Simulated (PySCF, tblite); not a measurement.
# Azetidine (C3H7N): isotopologues and vibrational averages

How do isotopes change the rotational constants and shieldings of Azetidine (C3H7N) (`C1CNC1`)?

Programs: PySCF 2.14.0 with density-fitted response routines of our own, and tblite 0.8.0. All values are computed, except where a source is named. Atoms count from 0 throughout.

## Step 1: The molecule as given

11 atoms, charge 0, multiplicity 1; geometry from: force field or distance geometry start.

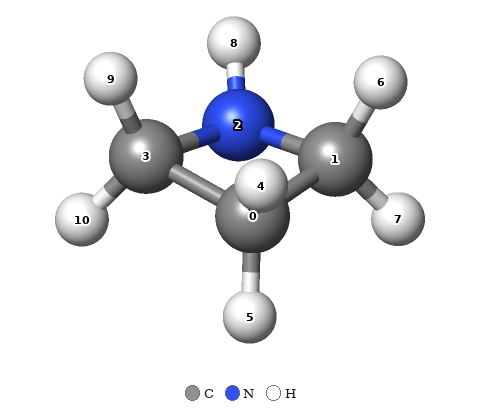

The starting geometry (carbon grey, nitrogen blue, hydrogen white), atoms numbered.

## Step 2: GFN2-xTB relaxation, lowest of a short conformer search

Job settings and geometry (Å):

```
{"job": {"xc": "GFN2-xTB", "basis": "xTB", "kind": "relax"}, "charge": 0, "multiplicity": 1}
C     -0.836700    -0.351200    -0.082700
C      0.486100    -0.902400     0.187700
N      1.081800     0.301600    -0.241600
C     -0.210300     1.049900    -0.266500
H     -1.578400    -0.395800     0.797700
H     -1.288700    -0.730500    -1.043700
H      0.559000    -1.092000     1.304600
H      0.743700    -1.764400    -0.398000
H      1.861700     0.718600     0.247900
H     -0.407300     1.695000     0.632800
H     -0.389100     1.481800    -1.241900
```

Run with:

```console
> OMP_NUM_THREADS=1 python ens_run.py task.json out
```

One launch serves the whole session.

The log of the run:

```text
step      E/eV     max force
  0    -350.00636    4.002
  1    -350.29401    0.721
  2    -350.33508    0.547
  3    -350.37449    0.504
  4    -350.39271    0.370
  5    -350.40934    0.315
  6    -350.41561    0.205
  7    -350.41844    0.121
  8    -350.41986    0.091
  9    -350.42068    0.076
 10    -350.42123    0.063
 11    -350.42166    0.057
 12    -350.42199    0.047
 13    -350.42219    0.045
 14    -350.42232    0.030
 15    -350.42240    0.026
 16    -350.42245    0.016
 17    -350.42247    0.014
 18    -350.42249    0.010
 19    -350.42250    0.008
 20    -350.42250    0.005
 21    -350.42250    0.005
 22    -350.42250    0.005
 23    -350.42251    0.004
```

It took 0.06 s on 1 thread of Intel Xeon 6975P-C, shared host.

Gain 0.416 eV; displacement 0.07 Å root mean square.

## Step 3: Tight optimisation and Hessian

Job settings and geometry (Å):

```
{"job": {"xc": "B3LYP", "basis": "pcSseg-1", "grid": 2, "temperatures": [298.15, 1000], "kind": "geom"}, "charge": 0, "multiplicity": 1}
C     -0.902957    -0.340437    -0.084736
C      0.486731    -0.915548     0.218767
N      1.093437     0.320997    -0.281785
C     -0.199484     1.010903    -0.267561
H     -1.631105    -0.396562     0.720257
H     -1.339445    -0.727250    -1.000970
H      0.649022    -1.115101     1.284187
H      0.790245    -1.792472    -0.356902
H      1.825970     0.726139     0.289300
H     -0.352124     1.695337     0.574957
H     -0.398593     1.544673    -1.199369
```

The log of the run:

```text
step   0  E = -4713.5537431 eV  max force = 0.49058
step   1  E = -4713.5895250 eV  max force = 0.23192
step   2  E = -4713.5909031 eV  max force = 0.09263
step   3  E = -4713.5919338 eV  max force = 0.05489
step   4  E = -4713.5920502 eV  max force = 0.01855
step   5  E = -4713.5920761 eV  max force = 0.00478
step   6  E = -4713.5920809 eV  max force = 0.00097
step   7  E = -4713.5920809 eV  max force = 0.00097
step   8  E = -4713.5920810 eV  max force = 0.00018
harmonic wavenumbers (cm-1): 212.0 654.8 748.2 835.2 926.2 933.3 959.8 1019.0 1044.9 1115.1 1166.3 1196.7 1209.4 1267.9 1275.8 1353.1 1378.4 1479.0 1503.2 1533.4 2959.9 2965.5 3042.3 3043.2 3062.8 3115.1 3484.6
```

It took 4.5 min on 1 thread of Intel Xeon 6975P-C, shared host; peak memory 0.58 GiB.

## Step 4: Displacements along the modes, parent

Job settings and geometry (Å):

```
{"job": {"xc": "B3LYP", "basis": "pcSseg-1", "grid": 2, "temperatures": [298.15, 1000], "kind": "vib", "mass_numbers": [12, 12, 14, 12, 1, 1, 1, 1, 1, 1, 1]}, "charge": 0, "multiplicity": 1}
C     -0.910298    -0.350370    -0.113806
C      0.486256    -0.912790     0.242375
N      1.087307     0.298515    -0.362442
C     -0.201807     1.018736    -0.245153
H     -1.700347    -0.442499     0.636016
H     -1.277360    -0.723446    -1.073991
H      0.629723    -0.997457     1.332471
H      0.793959    -1.857298    -0.222675
H      1.873320     0.705265     0.140050
H     -0.304435     1.624281     0.670713
H     -0.454620     1.647745    -1.107413
```

The log of the run:

```text
mode    cm-1    km/mol   phi_rrr   E(+)/cm-1  E(-)/cm-1
  1    211.99     3.54    -136.3      35.48      45.29
  2    654.83    62.04     -87.3     116.76     123.08
  3    748.15    39.13     -17.5     135.29     136.55
  4    835.24     0.04      -0.6     151.00     150.83
  5    926.20    15.03       5.6     166.97     166.56
  6    933.29     0.52      -0.9     168.17     168.15
  7    959.85     5.78     -14.7     172.53     173.57
  8   1018.98    10.76      -0.2     183.60     183.61
  9   1044.87     3.64     172.5     194.42     182.00
 10   1115.08    14.58      -0.2     200.95     201.19
 11   1166.26     6.43     -33.8     208.86     211.30
 12   1196.69     0.00       2.9     215.96     215.83
 13   1209.41     0.24     -28.7     216.82     218.91
 14   1267.93     7.93      -1.0     228.79     228.79
 15   1275.82     3.97      -1.5     229.95     229.91
 16   1353.13     0.34     -29.6     242.75     244.87
 17   1378.37    17.47       1.4     249.11     249.08
 18   1478.97     4.62     -81.9     263.48     269.40
 19   1503.20     1.43      -4.2     270.58     270.84
 20   1533.42     1.29      72.5     278.75     273.52
 21   2959.90    84.45      12.2     535.82     534.86
 22   2965.55    83.16   -1303.1     489.58     583.25
 23   3042.26    27.43   -1124.4     509.54     590.37
 24   3043.21    61.39     253.7     559.58     541.26
 25   3062.84    31.37    1221.5     597.59     509.78
 26   3115.08    30.72    -260.5     554.35     573.05
 27   3484.57     1.06    2376.6     720.07     549.64
```

It took 4.7 min on 1 thread of Intel Xeon 6975P-C, shared host; peak memory 0.58 GiB.

## Step 5: Displacements along the modes, 2H at atom 7

Changed since step 4:

```diff
@@ -1,2 +1,2 @@
-{"job": {"xc": "B3LYP", "basis": "pcSseg-1", "grid": 2, "temperatures": [298.15, 1000], "kind": "vib", "mass_numbers": [12, 12, 14, 12, 1, 1, 1, 1, 1, 1, 1]}, "charge": 0, "multiplicity": 1}
+{"job": {"xc": "B3LYP", "basis": "pcSseg-1", "grid": 2, "temperatures": [298.15, 1000], "kind": "vib", "mass_numbers": [12, 12, 14, 12, 1, 1, 1, 2, 1, 1, 1]}, "charge": 0, "multiplicity": 1}
 C     -0.910298    -0.350370    -0.113806
```

The log of the run:

```text
mode    cm-1    km/mol   phi_rrr   E(+)/cm-1  E(-)/cm-1
  1    204.10     3.25     128.8      43.45      34.25
  2    647.26    55.74      70.0     120.85     115.79
  3    702.47    31.48     -31.7     126.11     128.36
  4    794.28     6.42       4.7     143.82     143.29
  5    857.12     6.40      17.8     155.23     153.92
  6    892.18     8.37      28.0     161.66     159.68
  7    945.24     9.16     -61.3     168.19     172.67
  8    991.56     7.50      12.9     178.99     178.14
  9   1018.80     9.13      73.4     186.22     180.93
 10   1041.75     2.59    -169.7     181.55     193.76
 11   1129.37     8.35      59.0     205.65     201.29
 12   1141.54    10.93      38.2     207.23     204.34
 13   1201.72     0.19     -51.7     214.82     218.50
 14   1251.78     8.90       0.3     225.74     225.69
 15   1269.18     0.67       2.1     228.99     228.98
 16   1333.33     2.55     -30.7     239.17     241.35
 17   1369.24    12.00      28.7     247.78     245.72
 18   1383.13     7.92      -6.7     249.27     249.67
 19   1480.37     3.98     -78.7     263.84     269.53
 20   1520.06     1.16      94.3     277.25     270.47
 21   2236.96    36.80   -1245.2     361.01     450.48
 22   2961.78    69.22   -1327.8     489.32     584.73
 23   2968.24    88.75   -1655.4     479.20     598.01
 24   3042.66    43.62   -1699.4     491.62     613.52
 25   3062.11    29.86   -1279.2     507.78     599.70
 26   3114.77    28.64     281.7     573.80     553.57
 27   3484.55     1.08   -2376.7     549.63     720.07
```

Wall time 4.8 min (1 thread of Intel Xeon 6975P-C, shared host); peak memory 0.58 GiB.

## Step 6: Vibrational averages by isotopologue

Job settings and geometry (Å):

```
{"job": {"xc": "B3LYP", "basis": "pcSseg-1", "grid": 2, "temperatures": [298.15, 1000], "kind": "iso"}, "charge": 0, "multiplicity": 1}
C     -0.910298    -0.350370    -0.113806
C      0.486256    -0.912790     0.242375
N      1.087307     0.298515    -0.362442
C     -0.201807     1.018736    -0.245153
H     -1.700347    -0.442499     0.636016
H     -1.277360    -0.723446    -1.073991
H      0.629723    -0.997457     1.332471
H      0.793959    -1.857298    -0.222675
H      1.873320     0.705265     0.140050
H     -0.304435     1.624281     0.670713
H     -0.454620     1.647745    -1.107413
```

The log of the run:

```text
parent
  Be/MHz 11456.046 11402.986 6606.455
  B0/MHz 11332.065 11298.188 6531.041
  ZPE/cm-1 21742.5
  <sigma>(0 K)/ppm 148.285 120.098 202.833 120.103 29.001 28.320 27.037 27.370 30.343 27.037 27.370
2H at atom 7
  Be/MHz 11328.719 10516.414 6305.525
  B0/MHz 11221.194 10406.903 6236.36
  ZPE/cm-1 21022.8
  <sigma>(0 K)/ppm 148.484 120.551 203.275 120.123 29.009 28.330 27.060 27.502 30.354 27.037 27.372
```

It took 14 min on 1 thread of Intel Xeon 6975P-C, shared host; peak memory 0.58 GiB. This counts the whole study up to here.

Rotational constants (MHz) at equilibrium and in the ground state:

```
isotopologue                        Be                        B0  zero-point change (cm⁻¹)
      parent  11456.0, 11403.0, 6606.5  11332.1, 11298.2, 6531.0                       0.0
2H at atom 7  11328.7, 10516.4, 6305.5  11221.2, 10406.9, 6236.4                    -719.8
```

Shieldings of the first species (ppm): at equilibrium, the vibrational parts at 0 K, and the averages:

```
atom  equilibrium  anharmonic  harmonic     0 K  298.15 K  1000 K
  C0       154.90       -1.85     -4.76  148.28    148.28  146.98
  C1       126.60       -2.05     -4.45  120.10    120.05  118.57
  N2       217.78       -2.48    -12.46  202.83    203.01  201.22
  C3       126.60       -2.04     -4.45  120.10    120.06  118.58
  H4        29.80       -0.21     -0.59   29.00     28.94   28.54
  H5        29.08       -0.19     -0.57   28.32     28.32   28.15
  H6        27.80       -0.22     -0.54   27.04     27.04   26.84
  H7        28.16       -0.22     -0.57   27.37     27.33   26.99
  H8        31.23       -0.12     -0.76   30.34     30.29   29.88
  H9        27.80       -0.22     -0.54   27.04     27.03   26.84
 H10        28.16       -0.22     -0.57   27.37     27.33   26.99
```

Isotope effects on the shieldings at 0 K (ppb; positive means more shielded):

```
atom  2H at atom 7
  C0           200
  C1           453
  N2           441
  C3            20
  H4             8
  H5            10
  H6            23
  H7           132
  H8            11
  H9             0
 H10             1
```

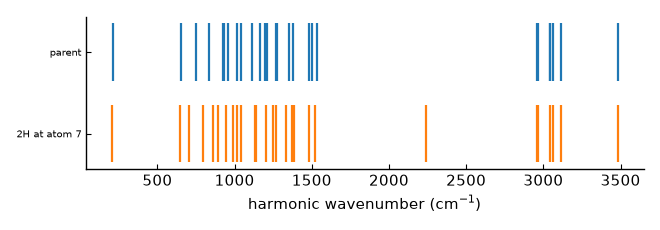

Harmonic wavenumbers of each isotopologue.

## Step 7: What came out

```
                  quantity                         value
               point group                            Cs
   B0 of the first species  11332.1, 11298.2, 6531.0 MHz
         zero-point energy                    21743 cm⁻¹
zero-point change of σ(N2)                    -14.95 ppm
```

What this shows: Zero-point motion changes the shielding of N2 most, by -14.95 ppm. The largest secondary isotope effect is 453 ppb on C1, 1 bond from the change (2H at atom 7). The job flags a low mode; perturbation theory is less sure for low modes.
